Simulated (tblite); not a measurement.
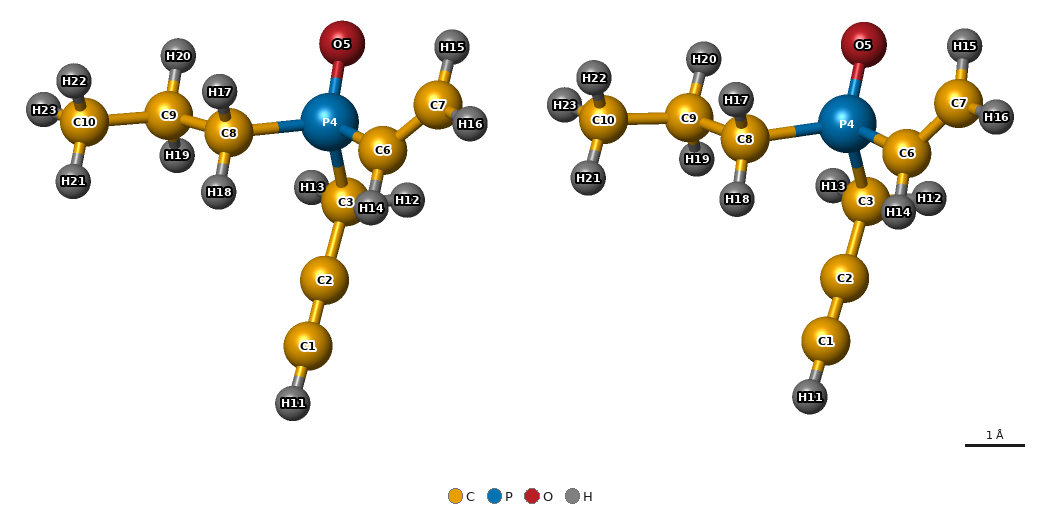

Two geometries of C8H13OP, drawn at one scale. One is the start of a relaxation, the other its converged end. The picture is a ball-and-stick view, seen at a tilt.

Level of theory: GFN2-xTB geometry optimisation, gas phase (tblite). 

### Which geometry has the lower energy?

The right one is the relaxed one. The largest move after the best rigid fit is that of H16, 0.19 Å. By element the largest moves are H 0.19 Å, O 0.17 Å, C 0.13 Å, P 0.07 Å. Among the contacts that change: P4–C6 1.761 → 1.814 Å, C3–P4 1.813 → 1.853 Å, P4–C8 1.809 → 1.841 Å, P4–O5 1.495 → 1.468 Å. Bond angles that change, for instance: O5–P4–C6 121.2° → 115.0°, C7–C6–H14 118.2° → 123.2°, C2–C3–P4 116.7° → 112.4°. Over 54 geometry steps the energy falls by 20.6 kJ/mol. The run took 0.52 s on 1 thread of Arm Neoverse V1, with other jobs on the host.
